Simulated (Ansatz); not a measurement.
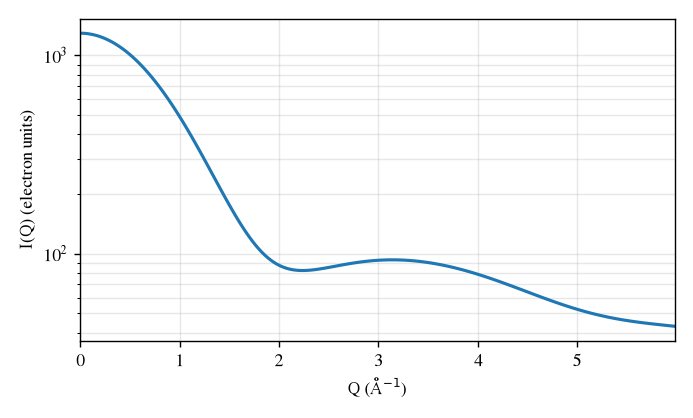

Elastic X-ray scattering of a randomly oriented, rigid molecule, calculated with the Debye equation from neutral-atom form factors (independent atoms, no Compton part, no vibration). The geometry is the end point of an optimisation (RKS PBE-D4/6-31G in Ansatz); it may be a saddle point or a higher isomer. It contains B, C, Al, H.

How many electrons does the independent-atom model of the molecule hold?

Answer. I(0) is the square of the electron number: I(0) = 1300, so about 36 electrons, the count of CH7AlB2.

What radius of gyration does the initial fall-off give?

Answer. From I(Q) ≈ I(0) exp(−Q²R²/3) at small Q, R ≈ 1.73 Å. It is larger than the electron-weighted radius of the nuclear positions alone (1.51 Å), because each atom's electron cloud adds to it.
